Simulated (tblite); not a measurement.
# Geometry relaxation of C$_{6}$H$_{18}$BN$_{3}$

- system: C$_{6}$H$_{18}$BN$_{3}$
- method: GFN2-xTB geometry optimisation, gas phase (tblite 0.8.0)

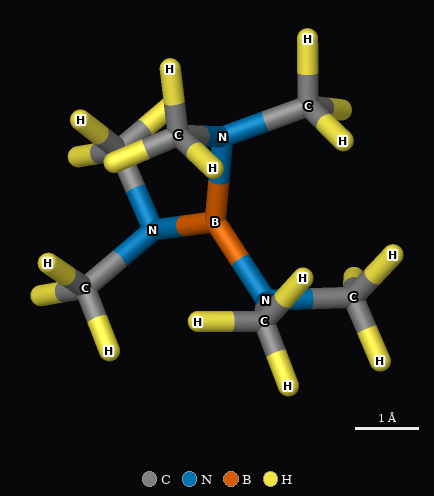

The input geometry (stick view, seen at a tilt).

**Results in brief**

- outcome: converged
- total energy: −873.1628 eV
- hardware: 1 CPU thread, shared host
- wall time: 2 s
- peak memory: 0.18 GiB

**The input**
```
{"job": {"xc": "GFN2-xTB", "basis": "xTB", "kind": "relax"}, "charge": 0, "multiplicity": 1}
C     -1.286800    -2.345100     0.251100
N     -1.170000    -1.264800    -0.753900
C     -2.464300    -0.644600    -0.977500
B     -0.110600    -0.238300    -0.280700
N      1.362700    -0.719500    -0.208900
C      2.031700    -0.444700     1.055200
C      2.161800    -0.262300    -1.367500
N     -0.553200     1.195300     0.111000
C     -0.634900     1.405700     1.558000
C      0.190900     2.253500    -0.559100
H     -2.032600    -3.102000    -0.098600
H     -0.329300    -2.874000     0.384700
H     -1.636600    -1.944200     1.247200
H     -2.377900     0.164600    -1.744100
H     -3.188800    -1.382000    -1.385900
H     -2.902100    -0.215800    -0.031000
H      2.295900     0.634800     1.161000
H      1.401000    -0.768800     1.913400
H      2.977200    -1.028400     1.118700
H      1.613500    -0.420900    -2.310100
H      2.442500     0.809500    -1.271300
H      3.092500    -0.863200    -1.422800
H      0.368300     1.554900     2.024600
H     -1.164500     0.554200     2.056000
H     -1.237500     2.326700     1.762400
H      1.199800     2.369000    -0.120600
H     -0.341600     3.223300    -0.446700
H      0.272100     2.054500    -1.650500
```

The first line tells a small driver script what to run in tblite; the rest is the geometry in Å.

Command:
```bash
OMP_NUM_THREADS=1 python <driver script> task.json out
```

**What the program printed**
```
step      E/eV     max force
  0    -871.28263    2.998
  1    -871.56174    1.979
  2    -871.76445    1.055
  3    -871.82339    0.538
  4    -871.89418    0.492
  5    -871.93990    0.532
  6    -872.02479    0.575
  7    -872.06106    0.352
  8    -872.08369    0.315
  9    -872.09894    0.291
 10    -872.12165    0.323
 11    -872.15235    0.485
 12    -872.19143    0.506
 13    -872.22727    0.447
 14    -872.25569    0.325
 15    -872.27575    0.260
 16    -872.28668    0.211
 17    -872.29479    0.210
 18    -872.30303    0.195
 19    -872.31440    0.231
 20    -872.33118    0.312
 21    -872.35544    0.322
 22    -872.38763    0.370
 23    -872.42609    0.427
 24    -872.46212    0.507
 25    -872.50024    0.625
 26    -872.53589    0.459
 27    -872.56649    0.289
 28    -872.57928    0.278
 29    -872.60335    0.318
 30    -872.62635    0.355
 31    -872.65050    0.308
 32    -872.65880    0.368
 33    -872.67818    0.292
 34    -872.68998    0.255
 35    -872.71242    0.292
 36    -872.72401    0.340
 37    -872.73804    0.302
 38    -872.74851    0.197
 39    -872.75626    0.175
 40    -872.76271    0.183
 41    -872.76849    0.163
 42    -872.77720    0.156
 43    -872.78345    0.170
 44    -872.79327    0.146
 45    -872.80068    0.139
 46    -872.80691    0.126
 47    -872.81150    0.128
 48    -872.81633    0.137
 49    -872.82131    0.159
 50    -872.82590    0.151
 51    -872.83018    0.141
 52    -872.83596    0.148
 53    -872.84466    0.198
 54    -872.85740    0.246
 55    -872.87212    0.271
 56    -872.88712    0.211
 57    -872.89844    0.211
 58    -872.90628    0.185
 59    -872.91112    0.169
 60    -872.91607    0.163
 61    -872.91981    0.137
 62    -872.92568    0.110
 63    -872.92874    0.106
 64    -872.93484    0.154
 65    -872.93931    0.145
 66    -872.94421    0.131
 67    -872.94831    0.136
 68    -872.95206    0.123
 69    -872.95528    0.127
 70    -872.95826    0.140
 71    -872.96076    0.121
 72    -872.96335    0.118
 73    -872.96700    0.138
 74    -872.97127    0.140
 75    -872.97491    0.157
 76    -872.97863    0.184
 77    -872.98279    0.225
 78    -872.98837    0.230
 79    -872.99592    0.258
 80    -873.00465    0.260
 81    -873.01337    0.273
 82    -873.02125    0.217
 83    -873.02963    0.169
 84    -873.03834    0.141
 85    -873.04542    0.148
 86    -873.05262    0.152
 87    -873.05886    0.215
 88    -873.06329    0.296
 89    -873.07080    0.153
 90    -873.07672    0.136
 91    -873.08273    0.129
 92    -873.08588    0.144
 93    -873.08990    0.147
 94    -873.09422    0.137
 95    -873.09830    0.123
 96    -873.10112    0.109
 97    -873.10469    0.111
 98    -873.10828    0.127
 99    -873.11136    0.118
100    -873.11341    0.087
101    -873.11477    0.073
102    -873.11602    0.072
103    -873.11717    0.078
104    -873.11892    0.075
105    -873.12025    0.075
106    -873.12157    0.081
107    -873.12309    0.082
108    -873.12505    0.084
109    -873.12717    0.082
110    -873.12939    0.090
111    -873.13203    0.104
112    -873.13540    0.122
113    -873.13910    0.118
114    -873.14220    0.107
115    -873.14461    0.087
116    -873.14679    0.107
117    -873.14918    0.097
118    -873.15118    0.093
119    -873.15281    0.084
120    -873.15393    0.087
121    -873.15525    0.073
122    -873.15620    0.047
123    -873.15700    0.054
124    -873.15742    0.044
125    -873.15772    0.039
126    -873.15772    0.039
127    -873.15785    0.026
128    -873.15814    0.028
129    -873.15825    0.029
130    -873.15851    0.037
131    -873.15875    0.043
132    -873.15909    0.049
133    -873.15941    0.049
134    -873.15973    0.037
135    -873.16000    0.031
136    -873.16024    0.028
137    -873.16041    0.021
138    -873.16053    0.020
139    -873.16062    0.017
140    -873.16071    0.021
141    -873.16080    0.018
142    -873.16086    0.015
143    -873.16092    0.014
144    -873.16098    0.014
145    -873.16105    0.017
146    -873.16113    0.018
147    -873.16122    0.018
148    -873.16131    0.019
149    -873.16139    0.019
150    -873.16146    0.015
151    -873.16153    0.016
152    -873.16159    0.014
153    -873.16164    0.014
154    -873.16170    0.018
155    -873.16175    0.015
156    -873.16179    0.013
157    -873.16182    0.010
158    -873.16186    0.010
159    -873.16190    0.013
160    -873.16195    0.015
161    -873.16202    0.016
162    -873.16209    0.018
163    -873.16216    0.022
164    -873.16223    0.018
165    -873.16229    0.016
166    -873.16234    0.010
167    -873.16237    0.012
168    -873.16240    0.013
169    -873.16242    0.009
170    -873.16244    0.009
171    -873.16247    0.008
172    -873.16249    0.011
173    -873.16251    0.008
174    -873.16252    0.006
175    -873.16252    0.006
176    -873.16253    0.005
177    -873.16254    0.006
178    -873.16255    0.008
179    -873.16256    0.008
180    -873.16258    0.009
181    -873.16260    0.008
182    -873.16262    0.009
183    -873.16264    0.009
184    -873.16266    0.008
185    -873.16267    0.008
186    -873.16268    0.006
187    -873.16269    0.007
188    -873.16270    0.006
189    -873.16271    0.006
190    -873.16271    0.006
191    -873.16272    0.007
192    -873.16274    0.009
193    -873.16276    0.009
194    -873.16277    0.008
195    -873.16279    0.007
196    -873.16280    0.007
197    -873.16281    0.007
198    -873.16282    0.004
```

**Trajectory as extended XYZ (Å, eV, eV/Å), 4 of the 12 frames kept, from step=0 to step=198**
```
28
Properties=species:S:1:pos:R:3:forces:R:3 step=0 energy=-871.28263
C    -1.2868   -2.3451    0.2511   -0.3130  -0.3000  -0.2300
N    -1.1700   -1.2648   -0.7539    1.3320   1.6790   2.0970
C    -2.4643   -0.6446   -0.9775   -0.7260   0.3710  -0.3080
B    -0.1106   -0.2383   -0.2807   -0.2260  -0.7500  -0.3950
N     1.3627   -0.7195   -0.2089   -1.2810   0.8870  -0.5350
C     2.0317   -0.4447    1.0552    0.2140  -0.0820   0.1710
C     2.1618   -0.2623   -1.3675    0.0740  -0.4360   0.3620
N    -0.5532    1.1953    0.1110    0.6180  -1.4580  -0.2160
C    -0.6349    1.4057    1.5580   -0.5240   0.2180   0.0780
C     0.1909    2.2535   -0.5591   -0.1510   0.2550  -0.1080
H    -2.0326   -3.1020   -0.0986    0.4300   0.5960   0.1790
H    -0.3293   -2.8740    0.3847   -0.3190   0.4730  -0.0920
H    -1.6366   -1.9442    1.2472    0.2670  -0.3990  -0.7930
H    -2.3779    0.1646   -1.7441    0.0550  -0.5540   0.7660
H    -3.1888   -1.3820   -1.3859    0.4450   0.1980   0.2850
H    -2.9021   -0.2158   -0.0310    0.2920  -0.2570  -0.8130
H     2.2959    0.6348    1.1610   -0.0650  -0.4720   0.1390
H     1.4010   -0.7688    1.9134    0.3130   0.3130  -0.6750
H     2.9772   -1.0284    1.1187   -0.4560   0.2850  -0.1930
H     1.6135   -0.4209   -2.3101    0.0700   0.1050   0.5370
H     2.4425    0.8095   -1.2713   -0.0720  -0.4680  -0.1500
H     3.0925   -0.8632   -1.4228   -0.3740   0.2560   0.1240
H     0.3683    1.5549    2.0246   -0.5500  -0.1560  -0.1420
H    -1.1645    0.5542    2.0560    0.5640   0.6150  -0.5000
H    -1.2375    2.3267    1.7624    0.3720  -0.5350  -0.2080
H     1.1998    2.3690   -0.1206   -0.1200   0.1440  -0.2400
H    -0.3416    3.2233   -0.4467    0.1750  -0.4980   0.0690
H     0.2721    2.0545   -1.6505   -0.0460  -0.0300   0.7920
28
Properties=species:S:1:pos:R:3:forces:R:3 step=72 energy=-872.96335
C    -0.8920   -2.4044   -0.2917   -0.0350   0.0090  -0.0110
N    -1.1616   -0.9962   -0.1145    0.0440   0.0460   0.0260
C    -2.5703   -0.7002   -0.1860   -0.0030  -0.0020  -0.0460
B    -0.1078   -0.0648    0.0249    0.0590   0.0490  -0.0300
N     1.2535   -0.5740   -0.1489    0.0450   0.0020   0.0760
C     2.2337   -0.2741    0.8631    0.0580   0.0210   0.0460
C     1.8347   -0.8581   -1.4335    0.0050  -0.0130   0.0150
N    -0.2696    1.3131    0.3551    0.0390   0.0450  -0.0180
C    -1.3094    1.9269    1.1394   -0.0570   0.0150   0.0670
C     0.6977    2.2943   -0.0806    0.0570   0.0450  -0.0360
H    -1.1557   -2.7228   -1.3062    0.0330  -0.0430  -0.0500
H     0.1645   -2.5888   -0.1168   -0.0690  -0.0070  -0.0250
H    -1.4824   -3.0048    0.4061   -0.0430   0.0080   0.0870
H    -2.7297    0.3715   -0.2268   -0.0210  -0.0230  -0.0050
H    -3.0005   -1.1425   -1.0891   -0.0360  -0.0460  -0.1020
H    -3.1134   -1.1192    0.6709    0.0250   0.0340   0.0350
H     2.8046    0.6470    0.6633    0.0330  -0.0460   0.0130
H     1.7293   -0.1716    1.8229    0.0440   0.0470  -0.0380
H     2.9518   -1.0990    0.9411   -0.0090  -0.0080  -0.0290
H     1.0441   -0.9962   -2.1672    0.0160  -0.0230  -0.0070
H     2.4826   -0.0295   -1.7674   -0.0020  -0.0670  -0.0830
H     2.4533   -1.7667   -1.3992   -0.0290   0.0440   0.0120
H    -0.8639    2.6002    1.8832   -0.0060  -0.0270  -0.0010
H    -1.8783    1.1697    1.6701   -0.0360  -0.0100   0.0110
H    -1.9893    2.5297    0.5187   -0.0030  -0.0110   0.0360
H     1.2982    2.6837    0.7547   -0.0800   0.0000  -0.0110
H     0.1866    3.1424   -0.5545   -0.0110  -0.0320   0.0480
H     1.3684    1.8616   -0.8170   -0.0190  -0.0060   0.0200
28
Properties=species:S:1:pos:R:3:forces:R:3 step=126 energy=-873.15772
C    -0.9625   -2.3311   -0.0700    0.0120  -0.0060  -0.0130
N    -1.0774   -0.9047   -0.2371    0.0130   0.0080   0.0080
C    -2.4053   -0.5110   -0.6340    0.0080  -0.0120  -0.0070
B    -0.0013    0.0087   -0.0108   -0.0030   0.0370  -0.0110
N     1.3453   -0.3793   -0.3043   -0.0020   0.0040   0.0250
C     2.4800    0.0119    0.4934    0.0060  -0.0120  -0.0100
C     1.7143   -1.2603   -1.3831   -0.0020   0.0010   0.0150
N    -0.2675    1.3143    0.5042   -0.0010   0.0050   0.0160
C    -1.3717    1.6256    1.3773    0.0090  -0.0010  -0.0050
C     0.5391    2.4739    0.2165    0.0040  -0.0080   0.0000
H    -1.1273   -2.8687   -1.0137   -0.0080  -0.0050   0.0000
H     0.0236   -2.5809    0.3107   -0.0140   0.0050  -0.0090
H    -1.7129   -2.6856    0.6502    0.0190  -0.0150  -0.0160
H    -2.4341    0.5586   -0.8171   -0.0090  -0.0150  -0.0110
H    -2.6882   -1.0297   -1.5597   -0.0190   0.0040  -0.0040
H    -3.1532   -0.7655    0.1300   -0.0060   0.0000  -0.0160
H     3.2274    0.5588   -0.0978   -0.0100  -0.0070   0.0010
H     2.1546    0.6373    1.3192    0.0040  -0.0110  -0.0090
H     2.9730   -0.8785    0.9087    0.0230   0.0160  -0.0020
H     0.8454   -1.4749   -1.9984    0.0000  -0.0060   0.0200
H     2.4768   -0.7831   -2.0141   -0.0170  -0.0020   0.0040
H     2.1371   -2.2059   -1.0172    0.0000  -0.0170   0.0030
H    -1.0038    2.1108    2.2906    0.0030   0.0100   0.0080
H    -1.8872    0.7129    1.6602    0.0010   0.0170   0.0010
H    -2.0882    2.3109    0.9040    0.0040   0.0060   0.0120
H     1.0025    2.8829    1.1250   -0.0080   0.0060  -0.0120
H    -0.0787    3.2665   -0.2265   -0.0080  -0.0040   0.0150
H     1.3192    2.2135   -0.4919   -0.0020   0.0010  -0.0030
28
Properties=species:S:1:pos:R:3:forces:R:3 step=198 energy=-873.16282
C    -0.9794   -2.3349   -0.1060    0.0000   0.0010   0.0000
N    -1.0826   -0.9040   -0.2429   -0.0010   0.0010   0.0000
C    -2.4020   -0.4958   -0.6545    0.0000   0.0000   0.0000
B    -0.0022    0.0016   -0.0007    0.0000   0.0000   0.0010
N     1.3431   -0.4024   -0.2716   -0.0010  -0.0010  -0.0010
C     2.4865    0.0469    0.4817    0.0000   0.0000   0.0000
C     1.7165   -1.3047   -1.3315    0.0000   0.0000   0.0000
N    -0.2661    1.3098    0.5139    0.0010   0.0000   0.0010
C    -1.3512    1.6206    1.4100    0.0000   0.0000   0.0010
C     0.5249    2.4737    0.2031    0.0000   0.0000   0.0000
H    -1.1402   -2.8513   -1.0623   -0.0020   0.0000  -0.0020
H     0.0001   -2.5999    0.2793    0.0020  -0.0020   0.0000
H    -1.7385   -2.7020    0.5978   -0.0010  -0.0010   0.0010
H    -2.4234    0.5768   -0.8195    0.0000  -0.0010   0.0000
H    -2.6756   -0.9955   -1.5938    0.0000   0.0010   0.0020
H    -3.1639   -0.7591    0.0921    0.0020   0.0010  -0.0010
H     3.1830    0.6293   -0.1371    0.0020   0.0000  -0.0030
H     2.1617    0.6567    1.3188    0.0010   0.0020   0.0010
H     3.0400   -0.8156    0.8768    0.0020  -0.0010   0.0010
H     0.8431   -1.5660   -1.9206    0.0010   0.0010   0.0000
H     2.4495   -0.8254   -1.9946    0.0000   0.0000   0.0020
H     2.1757   -2.2245   -0.9438   -0.0010   0.0010   0.0000
H    -0.9624    2.0869    2.3254   -0.0010   0.0000   0.0000
H    -1.8757    0.7114    1.6862   -0.0010   0.0000  -0.0010
H    -2.0653    2.3243    0.9603    0.0000  -0.0010   0.0010
H     1.0149    2.8865    1.0957   -0.0010   0.0010  -0.0020
H    -0.1139    3.2628   -0.2161    0.0010  -0.0020   0.0000
H     1.2826    2.2212   -0.5320   -0.0010   0.0000   0.0000
```
